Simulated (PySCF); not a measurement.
C$_{5}$H$_{5}$P, SMILES `c1ccpcc1`.

PySCF calculation, r2SCAN/def2-SVPD, gas phase; geometry: GFN2-xTB. No frequency check shows the geometry to be a minimum. GFN2-xTB bond lengths at metals and heavier atoms can be off by up to 0.1 Å and shapes distorted, which carries into these values.

Coordinates in Å:

```
C1      -1.6776   -0.0000    0.0000
C2      -1.0107   -1.2152    0.0000
C3       0.3636   -1.3275    0.0000
P4       1.4797    0.0000    0.0000
C5       0.3635    1.3275    0.0000
C6      -1.0108    1.2151    0.0000
H7      -2.7583   -0.0001    0.0000
H8      -1.6009   -2.1234    0.0000
H9       0.7983   -2.3199    0.0000
H10      0.7981    2.3200    0.0000
H11     -1.6011    2.1233    0.0000
```

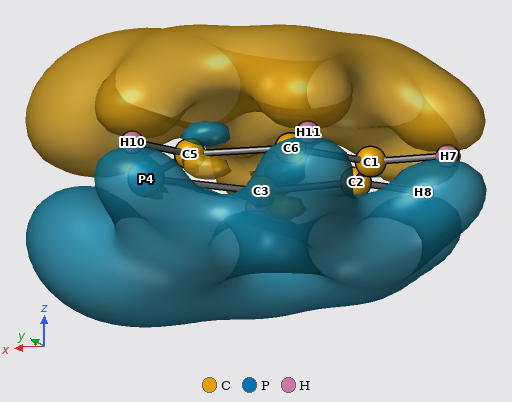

Change of the electron density in a uniform field of 0.26 V/Å, surfaces at ±0.001 e/Å³ (yellow: gain, teal: loss).

Along which Cartesian direction does the field point?

Along −z: electrons gather on the +z side, against the field.

What dipole is induced, and what polarisability does it imply?

The induced dipole is 0.64 D (along the field); α along this axis, from the fields in both directions, is 50 bohr³ (7.4 Å³).

Which atoms gain and lose the most charge?

Hardly any: no atom's Hirshfeld charge changes by as much as 0.002 e. The density shifts from one side of each atom to the other; 0.062 electrons are displaced in all.

Run time: 2.1 min on 1 thread of Arm Neoverse V2, on a shared host, peak memory 0.68 GiB.
